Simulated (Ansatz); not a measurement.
**Nudged elastic band of CH$_{7}$ClMgOSi**

- system: CH$_{7}$ClMgOSi
- method: RKS LDA/def2-mTZVP (Ansatz 0.2.0)

It belongs to a series of runs on one base structure; here: band between the two ends.

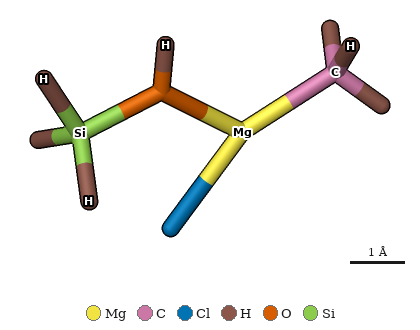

**Figure 1.** The starting structure (stick view, seen at a tilt). Sticks mark near contacts.

## Input file
```yaml
crystal:
  periodic: [false, false, false]
  atoms:
    - { symbol: Mg, position_ang: [0.083899, -0.118932, -1.090429] }
    - { symbol: C, position_ang: [1.882666, -0.835841, -1.812234] }
    - { symbol: Cl, position_ang: [-2.04056, 0.651107, -1.297167] }
    - { symbol: H, position_ang: [0.60319, -0.101219, 1.529482] }
    - { symbol: O, position_ang: [-0.123423, 0.116364, 0.911488] }
    - { symbol: Si, position_ang: [-1.53971, 0.700493, 1.68855] }
    - { symbol: H, position_ang: [2.294712, -1.638126, -1.175979] }
    - { symbol: H, position_ang: [2.652319, -0.047833, -1.872093] }
    - { symbol: H, position_ang: [1.782659, -1.257224, -2.826156] }
    - { symbol: H, position_ang: [-1.096288, 0.649936, 3.124789] }
    - { symbol: H, position_ang: [-1.817804, 2.111462, 1.318014] }
    - { symbol: H, position_ang: [-2.68166, -0.230388, 1.501737] }
basis:
  gaussian: { orbitals: def2-mTZVP }
hamiltonian:
  xc: lda
neb:
  order_check: false
  images: 5
  f_tol: 0.03
  max_iterations: 60
  final_atoms:
    - { symbol: Mg, position_ang: [-0.50305675, 0.2865257, -1.1653151] }
    - { symbol: C, position_ang: [1.71423441, -0.8085859, -1.1065266] }
    - { symbol: Cl, position_ang: [-0.79904673, 0.55189664, -3.32584269] }
    - { symbol: H, position_ang: [1.23955532, -0.69819254, -0.11186302] }
    - { symbol: O, position_ang: [-0.70521753, 0.27992667, 0.62381381] }
    - { symbol: Si, position_ang: [-1.48492377, 0.65453955, 1.99572511] }
    - { symbol: H, position_ang: [2.66349549, -1.33294879, -0.93027993] }
    - { symbol: H, position_ang: [1.97028688, 0.15642823, -1.57432198] }
    - { symbol: H, position_ang: [1.13866871, -1.43394348, -1.80980481] }
    - { symbol: H, position_ang: [-0.57253885, 0.5057806, 3.18134388] }
    - { symbol: H, position_ang: [-1.98665871, 2.07421649, 1.99316078] }
    - { symbol: H, position_ang: [-2.67479847, -0.23584417, 2.22991256] }
  initial_path:
    images:
      - { positions_ang: [[0.083899, -0.118932, -1.090429], [1.882666, -0.835841, -1.812234], [-2.04056, 0.651107, -1.297167], [0.60319, -0.101219, 1.529482], [-0.123423, 0.116364, 0.911488], [-1.53971, 0.700493, 1.68855], [2.294712, -1.638126, -1.175979], [2.652319, -0.047833, -1.872093], [1.782659, -1.257224, -2.826156], [-1.096288, 0.649936, 3.124789], [-1.817804, 2.111462, 1.318014], [-2.68166, -0.230388, 1.501737]] }
      - { positions_ang: [[-0.20837622, -0.09078054, -1.39381903], [1.7197661, -0.72871919, -1.48544127], [-1.80407995, 0.51245411, -2.21137764], [0.47252221, -0.12997985, 0.96441635], [-0.37894414, 0.12327726, 0.74302823], [-1.34841939, 0.62587812, 1.78132335], [2.14522334, -1.36879966, -0.74922138], [2.41038875, 0.08907496, -1.64750635], [1.68517437, -1.28569197, -2.39698812], [-0.67113338, 0.36231484, 2.94756299], [-1.49213676, 2.050164, 1.60193408], [-2.52998492, -0.15939308, 1.8460908]] }
      - { positions_ang: [[-0.50065143, -0.06262909, -1.69720906], [1.5568662, -0.62159739, -1.15864855], [-1.56759991, 0.37380123, -3.12558828], [0.34185441, -0.1587407, 0.39935069], [-0.63446529, 0.13019053, 0.57456846], [-1.15712878, 0.55126324, 1.8740967], [1.99573469, -1.09947333, -0.32246376], [2.1684585, 0.22598291, -1.4229197], [1.58768973, -1.31415994, -1.96782024], [-0.24597876, 0.07469368, 2.77033698], [-1.16646952, 1.98886601, 1.88585417], [-2.37830984, -0.08839815, 2.1904446]] }
      - { positions_ang: [[-0.79292665, -0.03447763, -2.0005991], [1.3939663, -0.51447558, -0.83185582], [-1.33111986, 0.23514834, -4.03979892], [0.21118662, -0.18750155, -0.16571496], [-0.88998643, 0.13710379, 0.40610869], [-0.96583818, 0.47664837, 1.96687005], [1.84624603, -0.83014699, 0.10429385], [1.92652826, 0.36289087, -1.19833305], [1.4902051, -1.34262791, -1.53865236], [0.17917585, -0.21292748, 2.59311097], [-0.84080228, 1.92756801, 2.16977425], [-2.22663476, -0.01740323, 2.5347984]] }
      - { positions_ang: [[-0.69630335, 0.07252348, -1.7221711], [1.50072233, -0.61251235, -0.92341275], [-1.15376215, 0.34073111, -3.80181351], [0.55397618, -0.35773188, -0.14776432], [-0.8283968, 0.18471142, 0.47867706], [-1.13886671, 0.53594543, 1.97648841], [2.11866251, -0.99774759, -0.24056408], [1.94111446, 0.29406999, -1.3236627], [1.3730263, -1.37306644, -1.62903651], [-0.07139571, 0.02664188, 2.78918861], [-1.22275442, 1.97645084, 2.1109031], [-2.37602266, -0.09021688, 2.43316978]] }
      - { positions_ang: [[-0.59968005, 0.17952459, -1.4437431], [1.60747837, -0.71054912, -1.01496967], [-0.97640444, 0.44631388, -3.5638281], [0.89676575, -0.52796221, -0.12981367], [-0.76680716, 0.23231904, 0.55124544], [-1.31189524, 0.59524249, 1.98610676], [2.391079, -1.16534819, -0.585422], [1.95570067, 0.22524911, -1.44899234], [1.2558475, -1.40350496, -1.71942066], [-0.32196728, 0.26621124, 2.98526624], [-1.60470656, 2.02533366, 2.05203194], [-2.52541057, -0.16303052, 2.33154117]] }
      - { positions_ang: [[-0.50305675, 0.2865257, -1.1653151], [1.71423441, -0.8085859, -1.1065266], [-0.79904673, 0.55189664, -3.32584269], [1.23955532, -0.69819254, -0.11186302], [-0.70521753, 0.27992667, 0.62381381], [-1.48492377, 0.65453955, 1.99572511], [2.66349549, -1.33294879, -0.93027993], [1.97028688, 0.15642823, -1.57432198], [1.13866871, -1.43394348, -1.80980481], [-0.57253885, 0.5057806, 3.18134388], [-1.98665871, 2.07421649, 1.99316078], [-2.67479847, -0.23584417, 2.22991256]] }
```

Hardware: 4 threads of Arm Neoverse N1, 16 GiB of memory available, shared host.

Launch command:
```bash
ansatz run input.yaml --threads 4 --pin off --max-ram 5120MiB --backend cpu --events-out ev --progress --plain --runs-dir out
```

## Log
```
Engine: ansatz 0.2.0, aarch64-unknown-linux-gnu
Functional definition: SPW92
  exchange = slater_x
  correlation = pw_c
1272 factors; their error is unknown
mean field evaluation 1: about -28906.3061 eV, gradient 9.1e1 eV
mean field evaluation 2: about -28858.6595 eV, gradient 1.5e2 eV
mean field evaluation 4: about -28922.6559 eV, gradient 1.9e1 eV
mean field evaluation 8: about -28923.4893 eV, gradient 3.1e-1 eV
mean field evaluation 16: about -28923.4363 eV, gradient 2.7e-3 eV
mean field -28923.43634527 eV, -1062.9166806795 hartree, gradient 1.2e-5 eV, S^2 0.000000; 0 other end points of the search recorded, 0 dependent functions left out
the calculation of the forces begins
reference -28923.43639677 eV, -1062.9166825721 hartree; 32, 32 occupied and 90, 90 virtual orbitals, 1272 factors
1272 factors; their error is unknown
mean field evaluation 32: about -28924.2441 eV, gradient 3.3e-2 eV
mean field -28924.24405533 eV, -1062.9463634765 hartree, gradient 1.6e-5 eV, S^2 0.000000; 0 other end points of the search recorded, 0 dependent functions left out
[... from here on the field's lines of each further geometry are left out, up to the last ...]
NEB iter   1: max|band force component| = 1.017e1 eV/Å  barrier→ = 3.2005 eV  barrier← = 4.0082 eV  Δτ_max = 0.2000 Å  (200 SCF iters)
NEB iter   2: max|band force component| = 5.294e0 eV/Å  barrier→ = 0.8986 eV  barrier← = 1.7063 eV  Δτ_max = 0.2000 Å  (150 SCF iters)
NEB iter   3: max|band force component| = 4.608e0 eV/Å  barrier→ = 0.5771 eV  barrier← = 1.3848 eV  Δτ_max = 0.2000 Å  (156 SCF iters)
NEB iter   4: max|band force component| = 2.014e0 eV/Å  barrier→ = 0.5755 eV  barrier← = 1.3832 eV  Δτ_max = 0.1985 Å  (149 SCF iters)
NEB iter   5: max|band force component| = 1.524e0 eV/Å  barrier→ = 0.5350 eV  barrier← = 1.3427 eV  Δτ_max = 0.2000 Å  (147 SCF iters)
NEB iter   6: max|band force component| = 9.949e-1 eV/Å  barrier→ = 0.4704 eV  barrier← = 1.2781 eV  Δτ_max = 0.2000 Å  (150 SCF iters)
NEB iter   7: max|band force component| = 9.228e-1 eV/Å  barrier→ = 0.4466 eV  barrier← = 1.2543 eV  Δτ_max = 0.2000 Å  (148 SCF iters)
NEB iter   8: max|band force component| = 1.665e0 eV/Å  barrier→ = 0.4477 eV  barrier← = 1.2554 eV  Δτ_max = 0.1008 Å  (147 SCF iters)
NEB iter   9: max|band force component| = 9.744e-1 eV/Å  barrier→ = 0.3387 eV  barrier← = 1.1464 eV  Δτ_max = 0.1004 Å  (149 SCF iters)
NEB iter  10: max|band force component| = 1.142e0 eV/Å  barrier→ = 0.2741 eV  barrier← = 1.0818 eV  Δτ_max = 0.0496 Å  (149 SCF iters)
NEB iter  11: max|band force component| = 5.191e-1 eV/Å  barrier→ = 0.2467 eV  barrier← = 1.0544 eV  Δτ_max = 0.0966 Å  (154 SCF iters)
NEB iter  12: max|band force component| = 2.754e-1 eV/Å  barrier→ = 0.2397 eV  barrier← = 1.0475 eV  CI = image 3  Δτ_max = 0.0993 Å  (153 SCF iters)
NEB iter  13: max|band force component| = 2.003e-1 eV/Å  barrier→ = 0.2530 eV  barrier← = 1.0607 eV  CI = image 3  Δτ_max = 0.0716 Å  (150 SCF iters)
NEB iter  14: max|band force component| = 1.789e-1 eV/Å  barrier→ = 0.2587 eV  barrier← = 1.0664 eV  CI = image 3  Δτ_max = 0.0994 Å  (151 SCF iters)
NEB iter  15: max|band force component| = 1.058e-1 eV/Å  barrier→ = 0.2662 eV  barrier← = 1.0739 eV  CI = image 3  Δτ_max = 0.0999 Å  (146 SCF iters)
NEB iter  16: max|band force component| = 1.249e-1 eV/Å  barrier→ = 0.2752 eV  barrier← = 1.0829 eV  CI = image 3  Δτ_max = 0.0502 Å  (146 SCF iters)
NEB iter  17: max|band force component| = 1.285e-1 eV/Å  barrier→ = 0.2796 eV  barrier← = 1.0873 eV  CI = image 3  Δτ_max = 0.0499 Å  (151 SCF iters)
NEB iter  18: max|band force component| = 2.877e-1 eV/Å  barrier→ = 0.2848 eV  barrier← = 1.0925 eV  CI = image 3  Δτ_max = 0.0251 Å  (151 SCF iters)
NEB iter  19: max|band force component| = 2.236e-1 eV/Å  barrier→ = 0.2859 eV  barrier← = 1.0937 eV  CI = image 3  Δτ_max = 0.0502 Å  (155 SCF iters)
NEB iter  20: max|band force component| = 1.775e-1 eV/Å  barrier→ = 0.2901 eV  barrier← = 1.0978 eV  CI = image 3  Δτ_max = 0.0994 Å  (149 SCF iters)
NEB iter  21: max|band force component| = 1.418e-1 eV/Å  barrier→ = 0.2986 eV  barrier← = 1.1063 eV  CI = image 3  Δτ_max = 0.0996 Å  (149 SCF iters)
NEB iter  22: max|band force component| = 1.097e-1 eV/Å  barrier→ = 0.3027 eV  barrier← = 1.1104 eV  CI = image 3  Δτ_max = 0.0881 Å  (150 SCF iters)
NEB iter  23: max|band force component| = 7.738e-2 eV/Å  barrier→ = 0.3021 eV  barrier← = 1.1098 eV  CI = image 3  Δτ_max = 0.0991 Å  (154 SCF iters)
NEB iter  24: max|band force component| = 1.468e-1 eV/Å  barrier→ = 0.3012 eV  barrier← = 1.1089 eV  CI = image 3  Δτ_max = 0.0501 Å  (151 SCF iters)
NEB iter  25: max|band force component| = 9.550e-2 eV/Å  barrier→ = 0.3001 eV  barrier← = 1.1078 eV  CI = image 3  Δτ_max = 0.0499 Å  (153 SCF iters)
NEB iter  26: max|band force component| = 8.280e-2 eV/Å  barrier→ = 0.2996 eV  barrier← = 1.1073 eV  CI = image 3  Δτ_max = 0.0501 Å  (155 SCF iters)
NEB iter  27: max|band force component| = 6.051e-2 eV/Å  barrier→ = 0.2993 eV  barrier← = 1.1070 eV  CI = image 3  Δτ_max = 0.0184 Å  (156 SCF iters)
NEB iter  28: max|band force component| = 3.060e-2 eV/Å  barrier→ = 0.2993 eV  barrier← = 1.1070 eV  CI = image 3  Δτ_max = 0.0138 Å  (145 SCF iters)
the calculation of the forces begins
reference -28924.24353672 eV, -1062.9463444179 hartree; 32, 32 occupied and 90, 90 virtual orbitals, 1272 factors
1272 factors; their error is unknown
mean field evaluation 1216: about -28923.1816 eV, gradient 3.4e-1 eV
mean field -28923.13712693 eV, -1062.9056846082 hartree, gradient 1.5e-5 eV, S^2 0.000000; 1 other end points of the search recorded, 0 dependent functions left out
the calculation of the forces begins
reference -28923.13717753 eV, -1062.9056864678 hartree; 32, 32 occupied and 90, 90 virtual orbitals, 1272 factors
NEB iter  29: max|band force component| = 1.624e-2 eV/Å  barrier→ = 0.2992 eV  barrier← = 1.1069 eV  CI = image 3  Δτ_max = 0.0000 Å  (317 SCF iters)
```

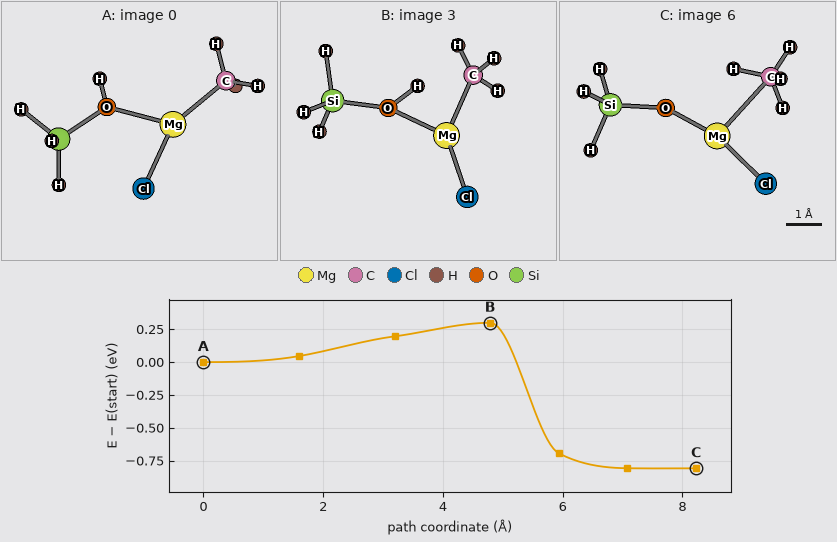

**Figure 2.** Images of the last band (counted from 0; ball-and-stick, seen at a tilt) above the energy along the path; the line is a cubic interpolation that uses the forces. The highest image is number 3, 0.299 eV above the start and 1.107 eV above the end (the climbing image); the end lies 0.808 eV below the start. The path is 8.23 Å long. The band converged in 29 iterations.

```
Total energy: -28923.13717753 eV, -1062.9056864678 hartree
Atom 0 at    -0.490122     0.022002    -1.607026 Å, force    -0.001164    -0.001785    -0.006769 eV/Å
Atom 1 at     1.527647    -0.578033    -1.073048 Å, force    -0.000394    -0.000530     0.000140 eV/Å
Atom 2 at    -1.841283     0.365592    -3.310550 Å, force     0.000280    -0.000521     0.000845 eV/Å
Atom 3 at     0.436440    -0.169558     0.072583 Å, force     0.004526    -0.000778    -0.002407 eV/Å
Atom 4 at    -0.587183     0.154903     0.349974 Å, force    -0.004757     0.003507     0.016352 eV/Å
Atom 5 at    -1.110101     0.513844     1.890796 Å, force     0.002949    -0.000670    -0.008142 eV/Å
Atom 6 at     2.094870    -0.728521    -0.133993 Å, force    -0.000268     0.000560    -0.000403 eV/Å
Atom 7 at     2.146230     0.139166    -1.641557 Å, force     0.000695     0.000771    -0.000360 eV/Å
Atom 8 at     1.610651    -1.554442    -1.583676 Å, force    -0.000147     0.000318     0.000197 eV/Å
Atom 9 at    -0.213804    -0.185298     2.863036 Å, force    -0.001117    -0.002038     0.000755 eV/Å
Atom 10 at    -1.057652     1.989068     2.132812 Å, force    -0.000032     0.000512     0.000604 eV/Å
Atom 11 at    -2.515693     0.031075     2.040650 Å, force    -0.000570     0.000653    -0.000811 eV/Å
Dipole moment:     0.406803    -0.083042     0.777230 e Å
this run last wrote the band of iteration 29 to [file]
```

## The last band as extended XYZ (Å, eV, eV/Å)
```
12
Properties=species:S:1:pos:R:3:forces:R:3 image=0 energy=-28923.43634
Mg    0.0839   -0.1189   -1.0904   -0.0181   0.0084  -0.0122
C     1.8827   -0.8358   -1.8122    0.0030  -0.0036   0.0154
Cl   -2.0406    0.6511   -1.2972   -0.0054   0.0012   0.0008
H     0.6032   -0.1012    1.5295   -0.0059   0.0031   0.0042
O    -0.1234    0.1164    0.9115    0.0199  -0.0078   0.0162
Si   -1.5397    0.7005    1.6885   -0.0118   0.0034  -0.0150
H     2.2947   -1.6381   -1.1760    0.0061   0.0008  -0.0062
H     2.6523   -0.0478   -1.8721    0.0037  -0.0015  -0.0010
H     1.7827   -1.2572   -2.8262   -0.0028   0.0001  -0.0010
H    -1.0963    0.6499    3.1248    0.0080  -0.0033  -0.0001
H    -1.8178    2.1115    1.3180    0.0028   0.0026  -0.0012
H    -2.6817   -0.2304    1.5017    0.0006  -0.0033   0.0000
12
Properties=species:S:1:pos:R:3:forces:R:3 image=1 energy=-28923.39046
Mg   -0.0699   -0.0411   -1.2877    0.0143   0.0019   0.0146
C     1.8412   -0.7318   -1.6763    0.0086  -0.0039  -0.0156
Cl   -2.1371    0.8261   -1.5270    0.0057   0.0208   0.0625
H     0.5781   -0.3441    1.1989    0.0004  -0.0113   0.0363
O    -0.2273   -0.0481    0.7301    0.0112  -0.0052   0.0196
Si   -1.4551    0.6177    1.7086   -0.0115  -0.0003  -0.0138
H     2.3986   -0.8300   -0.7255    0.0141  -0.0072  -0.0212
H     2.4319   -0.0514   -2.3112    0.0047  -0.0039  -0.0202
H     1.8677   -1.7235   -2.1565    0.0004  -0.0026  -0.0197
H    -0.9774    0.2896    3.0923   -0.0210   0.0240   0.0022
H    -1.5039    2.0939    1.5266   -0.0226   0.0015  -0.0304
H    -2.7467   -0.0575    1.4277   -0.0044  -0.0139  -0.0144
12
Properties=species:S:1:pos:R:3:forces:R:3 image=2 energy=-28923.24023
Mg   -0.2783   -0.0773   -1.5106    0.0073  -0.0041   0.0030
C     1.7270   -0.6646   -1.4294    0.0073  -0.0032  -0.0088
Cl   -2.2067    0.5043   -2.4541   -0.0122   0.0050   0.0360
H     0.5618   -0.1672    0.6411    0.0090  -0.0003   0.0245
O    -0.3925    0.0540    0.5222    0.0034  -0.0009   0.0050
Si   -1.2840    0.5820    1.8570   -0.0047   0.0015  -0.0008
H     2.1806   -0.7399   -0.4188    0.0024  -0.0012  -0.0141
H     2.3779    0.0317   -1.9846    0.0104  -0.0024  -0.0141
H     1.8734   -1.6605   -1.8810    0.0119  -0.0045  -0.0143
H    -0.6830   -0.0665    3.0617   -0.0202   0.0041   0.0073
H    -1.1931    2.0673    1.9733   -0.0059   0.0028  -0.0060
H    -2.6832    0.1364    1.6230   -0.0087   0.0033  -0.0177
12
Properties=species:S:1:pos:R:3:forces:R:3 image=3 energy=-28923.13713
Mg   -0.4901    0.0220   -1.6070   -0.0012  -0.0018  -0.0068
C     1.5276   -0.5780   -1.0730   -0.0004  -0.0005   0.0001
Cl   -1.8413    0.3656   -3.3106    0.0003  -0.0005   0.0008
H     0.4364   -0.1696    0.0726    0.0045  -0.0008  -0.0024
O    -0.5872    0.1549    0.3500   -0.0048   0.0035   0.0164
Si   -1.1101    0.5138    1.8908    0.0029  -0.0007  -0.0081
H     2.0949   -0.7285   -0.1340   -0.0003   0.0006  -0.0004
H     2.1462    0.1392   -1.6416    0.0007   0.0008  -0.0004
H     1.6107   -1.5544   -1.5837   -0.0001   0.0003   0.0002
H    -0.2138   -0.1853    2.8630   -0.0011  -0.0020   0.0008
H    -1.0577    1.9891    2.1328    0.0000   0.0005   0.0006
H    -2.5157    0.0311    2.0406   -0.0006   0.0007  -0.0008
12
Properties=species:S:1:pos:R:3:forces:R:3 image=4 energy=-28924.13004
Mg   -0.7385    0.1525   -1.4041   -0.0743   0.0281   0.0547
C     1.6502   -0.6264   -0.9737    0.0324  -0.0079   0.0166
Cl   -1.3749    0.2716   -3.4935    0.1048  -0.0350  -0.0393
H     0.9078   -0.3683   -0.1812    0.1244  -0.0433  -0.0673
O    -0.8510    0.2594    0.3894   -0.0646   0.0324   0.0140
Si   -1.2688    0.5547    1.9237   -0.0336   0.0060   0.0133
H     2.5391   -0.8937   -0.3868    0.1153  -0.0429  -0.0746
H     1.9413    0.2161   -1.6212   -0.0650   0.0207  -0.0009
H     1.3892   -1.5092   -1.5776   -0.0607   0.0097  -0.0067
H    -0.3399   -0.1621    2.8674   -0.0193   0.0095   0.0028
H    -1.1891    2.0211    2.2445   -0.0283   0.0083   0.0315
H    -2.6651    0.0841    2.2131   -0.0312   0.0143   0.0559
12
Properties=species:S:1:pos:R:3:forces:R:3 image=5 energy=-28924.24349
Mg   -0.5996    0.1716   -1.1888   -0.0006  -0.0005  -0.0042
C     1.7240   -0.6938   -1.1225   -0.0048   0.0029  -0.0010
Cl   -0.9974    0.2123   -3.3483    0.0028  -0.0012   0.0016
H     1.2880   -0.4650   -0.1299    0.0036   0.0028  -0.0003
O    -0.7231    0.3120    0.5994    0.0065   0.0000   0.0179
Si   -1.4367    0.6293    2.0200   -0.0023  -0.0001  -0.0081
H     2.7488   -1.0380   -0.9273    0.0019  -0.0035  -0.0054
H     1.8095    0.1856   -1.7830   -0.0008   0.0007   0.0017
H     1.2085   -1.5155   -1.6464    0.0002  -0.0029  -0.0042
H    -0.6964   -0.0393    3.1450   -0.0029  -0.0006   0.0019
H    -1.4670    2.1036    2.3175   -0.0022   0.0028  -0.0010
H    -2.8586    0.1370    2.0643   -0.0014  -0.0003   0.0011
12
Properties=species:S:1:pos:R:3:forces:R:3 image=6 energy=-28924.24405
Mg   -0.5031    0.2865   -1.1653   -0.0021   0.0042   0.0125
C     1.7142   -0.8086   -1.1065    0.0009  -0.0057  -0.0045
Cl   -0.7990    0.5519   -3.3258    0.0000  -0.0007   0.0015
H     1.2396   -0.6982   -0.1119   -0.0018   0.0041   0.0061
O    -0.7052    0.2799    0.6238    0.0062  -0.0036  -0.0184
Si   -1.4849    0.6545    1.9957    0.0035   0.0029   0.0027
H     2.6635   -1.3329   -0.9303   -0.0003   0.0016   0.0016
H     1.9703    0.1564   -1.5743   -0.0011  -0.0008  -0.0016
H     1.1387   -1.4339   -1.8098   -0.0001   0.0006   0.0004
H    -0.5725    0.5058    3.1813   -0.0013  -0.0008  -0.0015
H    -1.9867    2.0742    1.9932   -0.0017   0.0000   0.0011
H    -2.6748   -0.2358    2.2299   -0.0024  -0.0018  -0.0001
```

## Key numbers

| quantity | value |
| --- | --- |
| outcome | converged |
| barrier, forward | 0.299 eV |
| barrier, backward | 1.107 eV |
| wall time | 3.7 min (CPU time 13 min) |
| peak memory | 0.18 GiB |

The order of the saddle point was not checked.
